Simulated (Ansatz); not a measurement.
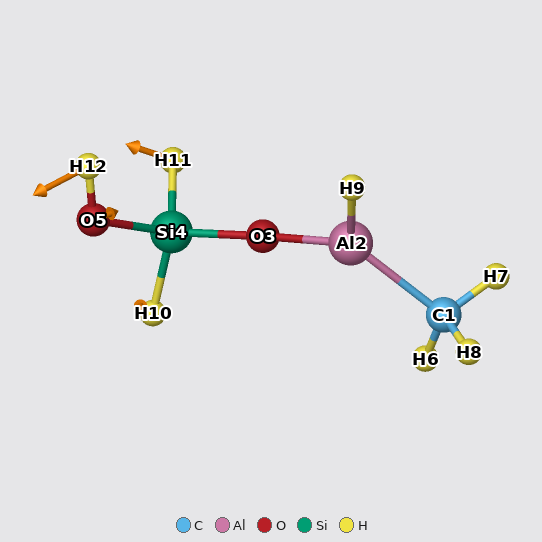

The arrows show one normal mode. Harmonic vibrations computed with RKS PBE0-D4/def2-TZVP (Ansatz 0.2.0) at a stationary point of the same level.

### At what wavenumber does it lie?

851 cm⁻¹; it is mode 16 of 30 counted from the lowest.
